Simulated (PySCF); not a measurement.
**InCl: bond curves at several levels of theory**

What are the lowest state that PBE0 finds, the bond length, vibrational wavenumber and bond energy of InCl, and how much do these hang on the method?

Program: PySCF 2.14.0. Level of theory: In def2-SVPD with ECP28, Cl def2-SVPD, scalar-relativistic core potentials. These are calculated values, not measurements.

## 1. The job

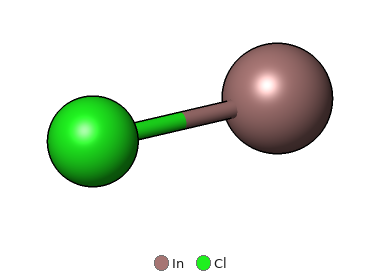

The two atoms at the starting distance (indium brown, chlorine green).

A driver script around PySCF takes these settings:

```
atoms                         : In, Cl
charge                        : 0
basis                         : In def2-SVPD with ECP28, Cl def2-SVPD
Hamiltonian                   : scalar-relativistic core potentials
basis functions               : 59
electrons treated             : 38
masses in u                   : 114.9039, 34.9689
levels                        : PBE0, PBE, r²SCAN, M06-L, PW91, BP86, CAM-B3LYP, HF, MP2, SCS-MP2, CCSD, CCSD(T)
grid                          : 80 radial by 434 angular points
occupations                   : held fixed by the projection of orbital angular momentum
dissociation limit            : In + Cl, each in its ground configuration
starting distance in angstrom : 2.360
values of 2S to try           : 0, 2
```

Run with:

```bash
> OMP_NUM_THREADS=1 python dia.py task.json out
```

Further steps of the session: First curve: PBE0; Other states along the same grid; PBE; r²SCAN (meta-GGA); M06-L (meta-GGA); PW91 (GGA); BP86 (GGA); CAM-B3LYP (range-separated hybrid); RHF (mean field); MP2 and coupled cluster.

Q: Predict the outcome of this session. Wanted: for each run, Re; ωe; De; μ.

**Answer**, as computed:

Lowest PBE0 solution found, without spin–orbit coupling: ¹Σ⁺ (singlet), closed shell. State 2 has its PBE0 minimum 3.48 eV higher. The other levels ran on the lowest alone.

```
      level  Re (Å)  ωe (cm⁻¹)  De (eV)  μ (D)
        RHF   2.478        301     3.44  -4.13
    RHF-MP2   2.470        307     4.54    n/a
RHF-SCS-MP2   2.477        303     4.42    n/a
   RHF-CCSD   2.476        305     4.27    n/a
RHF-CCSD(T)   2.478        304     4.36    n/a
        PBE   2.481      297.0     4.71  -3.95
       PW91   2.480      297.6     4.74  -3.98
       BP86   2.481      297.4     4.66  -3.92
     r²SCAN   2.457        310     4.68  -3.79
      M06-L   2.475        303     4.95  -4.08
       PBE0   2.461        307     4.59  -3.97
  CAM-B3LYP   2.460        307     4.48  -4.07
```

De is counted to In + Cl in their ground configurations. A positive dipole means In(−)Cl(+).

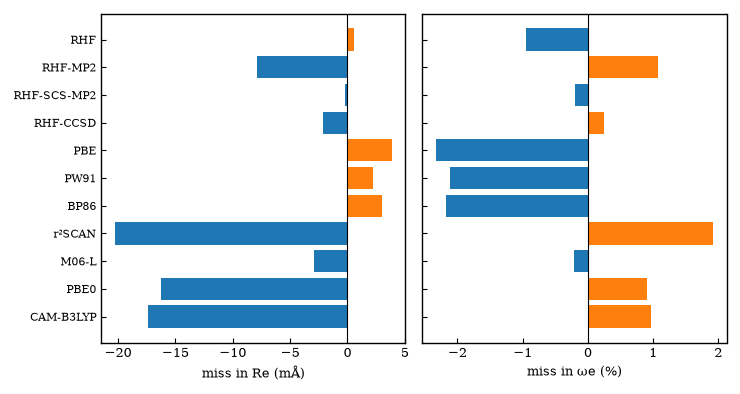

Differences in bond length and wavenumber from CCSD(T) in the same basis.

**Reading.** Judged by CCSD(T) in the same basis: best bond length RHF-SCS-MP2 (0 mÅ), worst r²SCAN (-20 mÅ); best wavenumber RHF-SCS-MP2 and RHF-CCSD and M06-L (0.2 % off), worst PBE (-2.3 %). PBE has the long and soft bond that GGAs tend to give. CCSD(T) in a basis this small is itself some way from its limit, more so than the functionals. Among the levels with a De in the table, it runs from 3.44 eV (RHF) to 4.95 eV (M06-L).

Correlated steps freeze 9 core orbitals. These are scalar-relativistic numbers at best; spin–orbit coupling would shift them, the dissociation energy most.
